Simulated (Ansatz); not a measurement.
The calculation's input:

```
crystal:
  periodic: [false, false, false]
  atoms:
    - symbol: C
      position_ang: [0.922937, -0.059594, -0.001598]
    - symbol: K
      position_ang: [-1.073998, 1.839117, 0.649350]
    - symbol: Li
      position_ang: [-0.043803, 0.039546, -1.750790]
    - symbol: H
      position_ang: [2.025977, -0.056691, -0.016488]
    - symbol: H
      position_ang: [0.665150, -0.497436, 0.982134]
basis:
  gaussian:
    orbitals: def2-TZVPD
output:
  forces: true
  orbitals: {seedname: orbitals}
magnetization:
  spin_polarized: true
  initial_magnetization: 2
hamiltonian:
  xc: pbe0
```

Run with:

```sh
ansatz run input.yaml --threads 1 --pin off --max-ram 2610MiB --events-out events.jsonl --progress --plain --runs-dir runs
```

Geometry: PBE0-D4/def2-TZVP.

Method: Ansatz, isolated molecule in a Gaussian basis; Kohn-Sham density functional theory, functional PBE0.

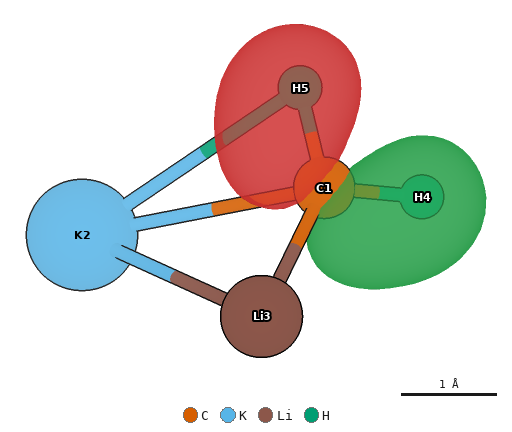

CH2KLi (triplet). The HOMO−1 (β) at ±0.2 Å⁻³ᐟ² (green and red are the two phases), seen at an oblique angle.

Q: Describe this orbital and give its energy.

A: Its weight (Hirshfeld) is mainly on C1 (about 50 %), H4 (about 20 %) and H5 (about 20 %). Its energy is −9.47 eV.
